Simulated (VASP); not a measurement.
Band structure of SrCl$_{2}$ (fluorite). Level of theory: rev-vdW-DF2, VASP's PBE PAW potentials (set 64) (plane waves; VASP).

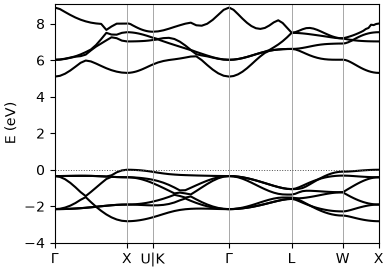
Figure. Bands along high-symmetry lines, zero at the valence-band maximum or, without a gap, the Fermi level

Problem. Read the plot: is there a gap, and where are the band edges?

Solution. The gap is indirect, 5.10 eV, from the valence maximum at X to the conduction minimum at Γ. (Edges off the drawn lines would not show.)

Measured: gap 7.50 eV (computed value off by -2.40 eV), as given by Andrés Aguado et al., Journal of the Physical Society of Japan (1999), arXiv:cond-mat/9901145.

The compound is SrCl2 in the fluorite structure. It was relaxed first.
